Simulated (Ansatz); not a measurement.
## Profile along the Te–Pb line in PbTe (rock salt)

PbTe (rock salt), conventional cell a = b = c = 6.569 Å, α = β = γ = 90.00°. The calculation uses the primitive cell of 2 atoms, to which meshes and values per cell refer.

Fields along a shortest Te–Pb line of a {100} plane (3.28 Å), from Te to Pb, interpolated on the slice's grid (step about 0.2 Å). All values below come from PBE (plane waves to 420 eV, PAW, scalar-relativistic; Ansatz, an electronic-structure program). k mesh 9×9×9. Inside the PAW spheres the values are not all-electron values, and peaks at nuclei hang on which shells count as valence. PbTe was relaxed with its symmetry unable to fall. Spin-orbit coupling is left out, though Pb and Te are heavy. The PAW data are Ansatz's earlier set.

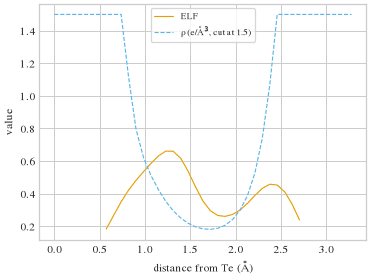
ELF (away from the nuclei) and valence density from Te to Pb.

Density on the Te–Pb line (3.28 Å) at its density minimum, 1.7 Å from Te: 0.18 e/Å³. ELF at that point: 0.3. ELF maximum in the middle third of the Te–Pb line: 0.66, 1.2 Å from Te.
